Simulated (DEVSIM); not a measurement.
System: Schottky contact on n-type GaAs, at 300 K.

```
layer (left to right)  material  thickness (μm)  Nd (cm⁻³)  τn (s)  τp (s)
---------------------  --------  --------------  ---------  ------  ------
1                          GaAs            3.60       2e16  6.3e-9  6.3e-9
```

Left contact: Schottky, work function 5.26 eV, emission velocity 3.4e6 cm/s. Right contact: ohmic. Voltage is applied to the left contact. Recombination: SRH at mid-gap. Mobility is μmin + (μ − μmin)/(1 + (N/Nref)^α).

This is a model device: material constants are rounded textbook-type values typed into the input, and sizes, dopings and lifetimes were drawn at random. Values at 300 K.

```tsv
parameter	GaAs
gap (eV)	1.424
affinity (eV)	4.07
permittivity	12.9
Nc (cm⁻³)	4.7e17
Nv (cm⁻³)	9e18
μn (cm²/Vs)	8500
μp (cm²/Vs)	400
μn,min	500
μp,min	20
Nref,n	6e16
Nref,p	1.5e17
αn	0.39
αp	0.38
```

DEVSIM, 1D drift-diffusion, Boltzmann statistics, complete ionisation; no tunnelling, impact ionisation, image-force lowering or self-heating. Metal contacts follow the ideal Schottky-Mott rule: no Fermi-level pinning, no interface dipoles.

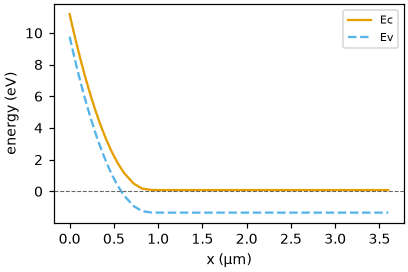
Fig. 1. Band edges at -10.0 V on the left contact

Energies count from the Fermi level of the right contact; mesh points crowd at the junctions.

```
x (μm)   Ec (eV)  Ev (eV)  n (cm⁻³)  p (cm⁻³)  field (V/cm)
-------  -------  -------  --------  --------  ------------
0.000     11.190    9.766     < 1e2    1.1e15       -250000
0.01063   10.926    9.502     < 1e2    3.9e10       -250000
0.02797   10.504    9.079     < 1e2      3300       -240000
0.05081    9.959    8.535     < 1e2       170       -240000
0.1025     8.781    7.357     < 1e2       170       -220000
0.1579     7.602    6.178     < 1e2       170       -210000
0.2375     6.058    4.634     < 1e2       160       -180000
0.4176     3.222    1.798     < 1e2       130       -130000
0.6107     1.192   -0.232     < 1e2     < 1e2        -78000
0.9255     0.087   -1.337    1.6e16     < 1e2         -1900
1.340      0.082   -1.342    2.0e16     < 1e2           ≈ 0
2.133      0.082   -1.342    2.0e16     < 1e2           ≈ 0
2.586      0.082   -1.342    2.0e16     < 1e2           ≈ 0
2.902      0.082   -1.342    2.0e16     < 1e2           ≈ 0
3.196      0.082   -1.342    2.0e16     < 1e2           ≈ 0
3.326      0.082   -1.342    2.0e16     < 1e2           ≈ 0
3.425      0.082   -1.342    2.0e16     < 1e2           ≈ 0
3.486      0.082   -1.342    2.0e16     < 1e2           ≈ 0
3.542      0.082   -1.342    2.0e16     < 1e2           ≈ 0
3.567      0.082   -1.342    2.0e16     < 1e2           ≈ 0
3.584      0.082   -1.342    2.0e16     < 1e2           ≈ 0
3.600      0.082   -1.342    2.0e16     < 1e2           ≈ 0
```
